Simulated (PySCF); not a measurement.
F···CH4O···CH4O (SMILES [F-].CO.CO) (charge −1)

```tsv
atom	x (Å)	y (Å)	z (Å)
F	0.7846	0.3851	-0.8344
C	-1.4597	2.5608	-0.7799
O	-0.1966	2.6022	-1.3374
H	-2.0005	3.4955	-1.0189
H	-1.4433	2.4650	0.3274
H	-2.0748	1.7183	-1.1614
H	0.2612	1.7085	-1.1436
C	-0.8984	-0.6231	-3.2493
O	0.2458	-1.1769	-2.7000
H	-1.0553	-1.0262	-4.2674
H	-0.8385	0.4797	-3.3292
H	-1.8164	-0.8535	-2.6643
H	0.5178	-0.5888	-1.9175
```

Geometry: PBE0-D3(BJ)/def2-SVPD.

The calculation used PySCF, wB97M-D3(BJ)/def2-SVPD, SCF density, gas phase.

Predict the electron density and electron localisation function between the atoms.

F1···H13 (1.48 Å): the density falls to about 0.46 e/Å³ on the way; the ELF dips to about 0.20 between them: a closed-shell contact with the geometry of a hydrogen bond.
C–O (1.38 Å): ρ at the midpoint is about 2.2 e/Å³, with its minimum of 1.9 e/Å³ about 0.5 Å from C; the ELF peaks at about 0.90 between the atoms: a polar covalent bond.
O–H (1.02 Å): the density is about 3.5 e/Å³ at the midpoint; the ELF climbs to about 1 towards the hydrogen, as it does in any bond to H (a covalent bond by its length).

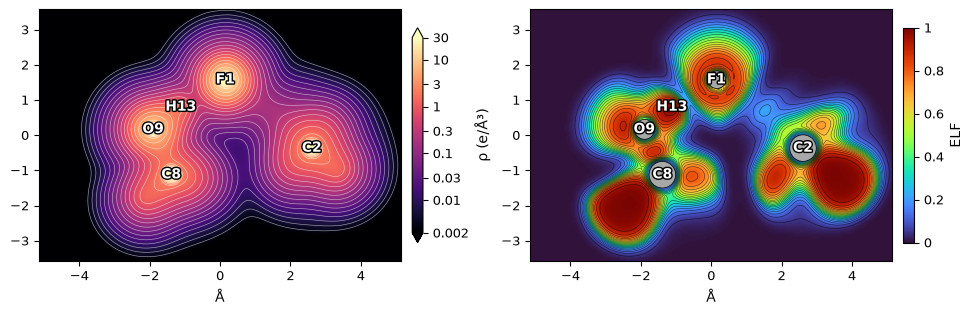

Computed electron density and electron localisation function on the plane of atoms C8, O9 and H13, in this order. Grey discs cover the atomic cores in the ELF map. 
